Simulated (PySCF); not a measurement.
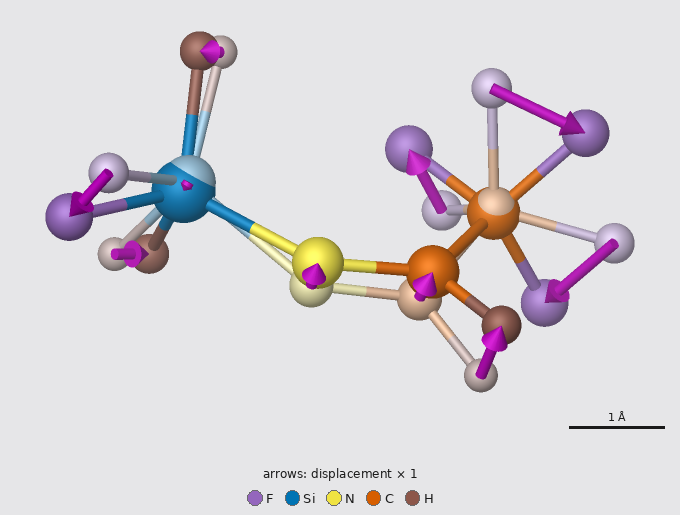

This is a relaxation of C$_{2}$H$_{3}$F$_{4}$NSi. The starting structure is drawn faded, the final one solid; purple arrows show the displacements, at their true length. The two geometries are superimposed by the best rigid fit.

The picture is a ball-and-stick view, seen at a tilt.

The start comes from GFN2-xTB. Its atoms were then displaced at random by about 0.01 Å.

All numbers below come from PBE0-D3(BJ)/def2-SVP geometry optimisation, gas phase in PySCF. 

What did the optimiser do to the structure, and how much energy did it gain?

Answer. Over 18 geometry steps the energy falls by 37.9 kJ/mol. The atom that moves furthest after the best rigid fit is an F atom (1.18 Å). By element the largest moves are F 1.18 Å, H 0.72 Å, C 0.38 Å, N 0.34 Å, Si 0.11 Å. Near-neighbour distances that change, for instance: C–N 1.184 → 1.250 Å, H–Si 1.442 → 1.484 Å, C–C 1.555 → 1.522 Å, C–F 1.346 → 1.331 Å. Bond angles that change, for instance: N–Si–H 118.1° → 111.2°, N–Si–H 103.8° → 109.9°, H–Si–H 119.0° → 114.7°. Groups turn about C–C by about 60°, N–Si by about 30°.
